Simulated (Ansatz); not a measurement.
## Electronic structure of H₈Si₄ in real space

Input file:

```
crystal:
  periodic: [false, false, false]
  atoms:
    - {symbol: Si, position_ang: [-1.113220, -1.216277, 0.062944]}
    - {symbol: Si, position_ang: [1.371597, 0.869467, 0.292916]}
    - {symbol: Si, position_ang: [0.603636, -0.561624, -1.427771]}
    - {symbol: Si, position_ang: [-0.861602, 0.908024, 1.073926]}
    - {symbol: H, position_ang: [-1.143273, 1.081916, 2.532001]}
    - {symbol: H, position_ang: [1.519453, -1.588890, -2.012651]}
    - {symbol: H, position_ang: [2.219505, 0.085531, 1.248350]}
    - {symbol: H, position_ang: [-0.587570, -2.272121, 0.987792]}
    - {symbol: H, position_ang: [2.065312, 2.148513, -0.051788]}
    - {symbol: H, position_ang: [-1.640504, 1.922676, 0.292663]}
    - {symbol: H, position_ang: [0.012033, 0.263111, -2.530490]}
    - {symbol: H, position_ang: [-2.445346, -1.640325, -0.467891]}
basis:
  gaussian: {orbitals: def2-TZVP, initial_orbitals: start.molden}
hamiltonian: {xc: pbe0, dispersion: d4}
scf: {omitted_lower_state_checks: [starts]}
output: {orbitals: {seedname: orbitals}}
```

Run with:

```sh
ansatz run in.yaml --threads 4 --pin off --events-out ev --progress --plain --max-ram 3916MiB
```

Geometry: r2SCAN-D4/def2-SVP.

These are results of Ansatz 0.2.0, RKS PBE0-D4/def2-TZVP, not measurements.

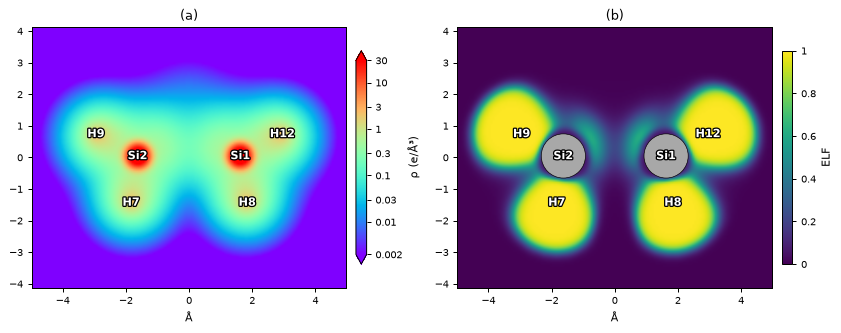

Figure 1. (a) total electron density; (b) ELF on the plane of atoms H8, Si1 and H12. Grey discs cover the atomic cores in the ELF map.

**Read the bonding off the picture.**

Atoms in the plane: Si and H.
Si–H (1.50 Å): ρ at the midpoint is about 0.77 e/Å³; the ELF climbs to about 1 towards the hydrogen, as it does in any bond to H.

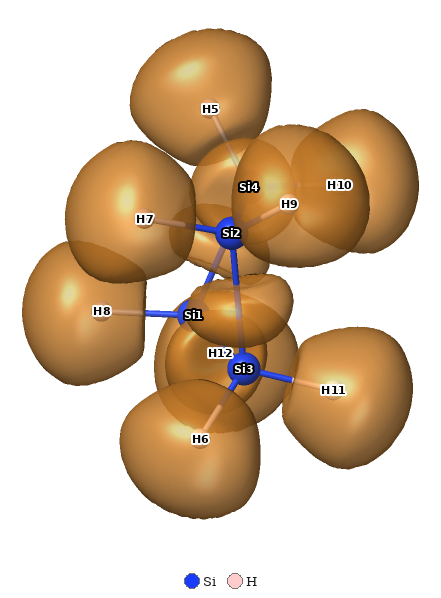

Figure 2. Isosurface of the ELF at 0.75 (orange), seen at an oblique angle. Only the valence region is drawn (cores and ρ < 0.01 e/Å³ removed).

**Identify the bonds, lone pairs and shells in this picture.**

The surface consists of four regions between bonded Si–Si atoms (shared pairs) and eight regions around hydrogen nuclei. Along the contacts the grid gives the following. Si–Si (2.37 Å): the ELF peaks at about 0.95 between the atoms (a covalent bond).

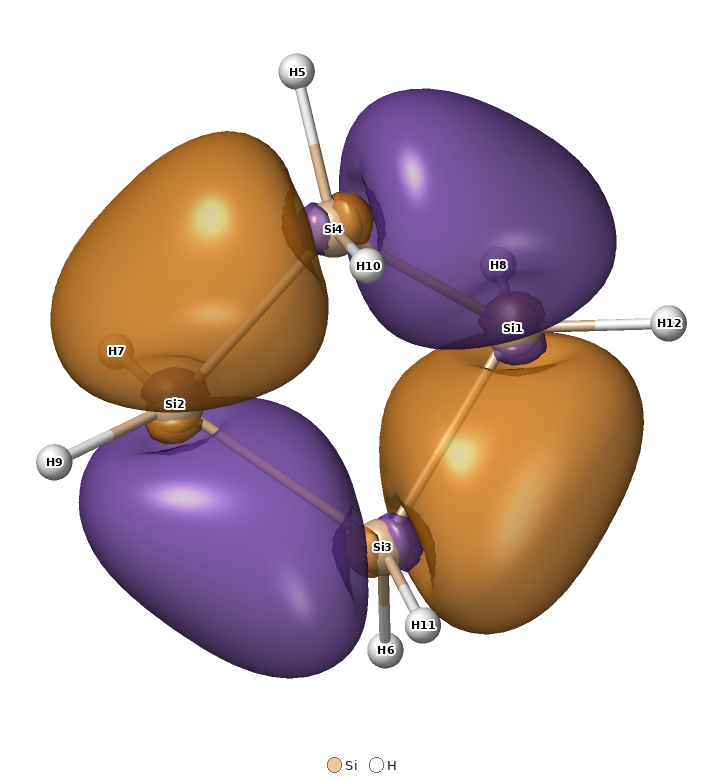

Figure 3. The HOMO at ±0.08 Å⁻³ᐟ² (orange and purple are the two phases), seen at a tilt.

**Where does this orbital lie, and at what energy?**

By Hirshfeld shares it lies mainly on Si1 (about 25 %), Si2 (about 25 %), Si3 (about 25 %) and Si4 (about 25 %). Its energy is −7.41 eV.
